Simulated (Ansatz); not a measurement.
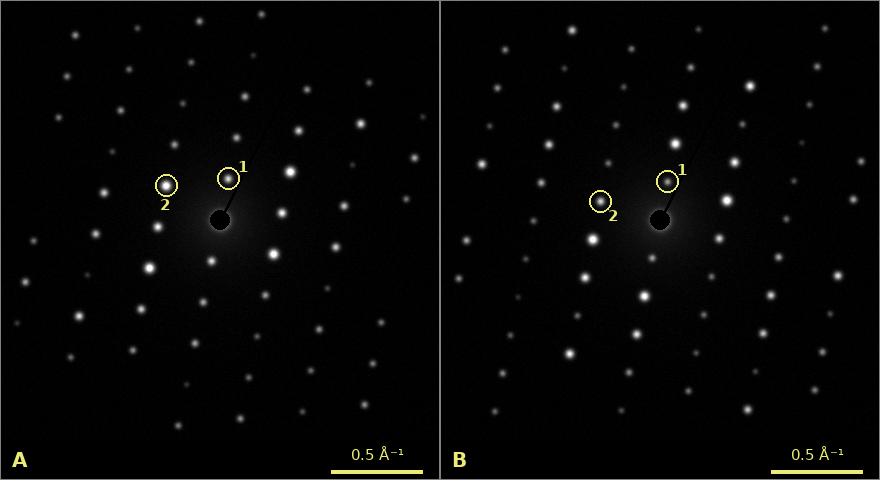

Kinematic electron diffraction patterns (200 kV, B = 0.5 Å², same scale) along [101] of the run's own cell, for the start and the end of one relaxation of Ag2Sb2Cl with DFT, PAW plane waves, pbe (Ansatz). k mesh 7×7×7. The start is a generated model structure, and the relaxation ends in the nearest stationary point of its symmetry, not necessarily the ground state. Spot 1 is 0 -1 0 and spot 2 is 1 -1 -1 in both.

Start structure:

```yaml
crystal:
  lattice:
    - [0.00000, 4.69135, 0.00000]
    - [4.69135, 0.00000, 0.00000]
    - [2.34568, 2.34568, -5.53850]
  atoms:
    - { symbol: Cl, position: [0.00000, 0.00000, 0.00000] }
    - { symbol: Ag, position: [0.75000, 0.25000, 0.50000] }
    - { symbol: Ag, position: [0.25000, 0.75000, 0.50000] }
    - { symbol: Sb, position: [0.38420, 0.38420, 0.23160] }
    - { symbol: Sb, position: [0.61580, 0.61580, 0.76840] }
```

Which pattern belongs to the start structure, and which to the relaxed one?

A is the start: its cell gives d(1) = 4.320 Å, d(2) = 2.846 Å and an angle of 69.0°. B is the relaxed structure, with d(1) = 4.661 Å (+7.9 %), d(2) = 2.915 Å (+2.4 %) and 84.1°.

Name reflections whose intensity changes strongly on relaxation.

2 0 -2 goes from 18 to 1 % of the strongest spot; 2 -2 -2 goes from 0.66 to 11 % of the strongest spot; 3 -3 -3 goes from 3.2 to 30 % of the strongest spot.

What did the relaxation do to the structure and the energy?

The volume changed by +9.1 % to 26.60 Å³ an atom; with the mean shift removed, the atoms moved by up to 0.48 Å relative to the cell (Sb most); the space group stayed I4/mmm (No. 139); the free energy fell by 87 meV an atom. Relaxed cell: a = 5.486 Å, b = 5.486 Å, c = 5.880 Å, α = 62.20°, β = 62.20°, γ = 90.00°.
